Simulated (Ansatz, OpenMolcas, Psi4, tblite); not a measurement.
**InPH6 (SMILES [PH3+][InH3-]): methods side by side**

The species is InPH6 (8 atoms), meant as a singlet with charge 0. SMILES: `[PH3+][InH3-]`. The coordinates come from a PBE0-D4/def2-TZVP relaxation.

Quantity: the HOMO–LUMO gap, in eV. The values are calculated.

| level | kind | program | value (eV) |
| --- | --- | --- | --- |
| GFN2-xTB | semi-empirical | tblite | 4.45 |
| GFN1-xTB | semi-empirical | tblite | 5.59 |
| HF/def2-SVP (density fitting, core potential) | Hartree–Fock | Psi4 | 12.69 |
| SVWN5/def2-SVP (core potential) | LDA | OpenMolcas | 5.19 |
| PBE/def2-SVP (core potential) | GGA | OpenMolcas | 5.34 |
| r2SCAN/def2-SVP (core potential) | meta-GGA | OpenMolcas | 6.07 |
| B3LYP/def2-SVP (core potential) | global hybrid | OpenMolcas | 6.81 |
| wB97X/def2-SVP (core potential) | range-separated hybrid | Ansatz | 11.43 |
| PBE-QIDH/def2-SVP (core potential) | double hybrid | Ansatz | 10.58 |

The values span 4.45 to 12.69 eV. Orbital gaps aren't excitation energies, and those of double hybrids come from the SCF part alone; they tend to grow with the share of exact exchange.

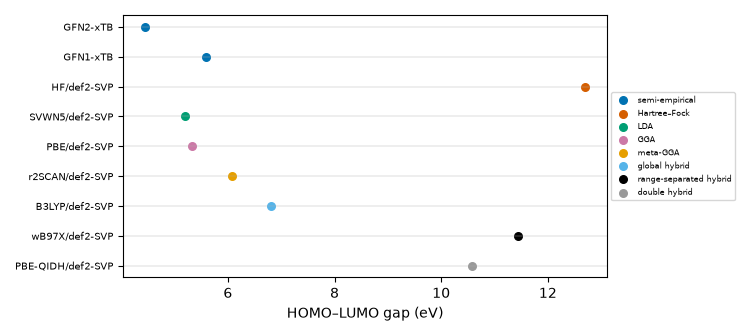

The values of the table, level by level.
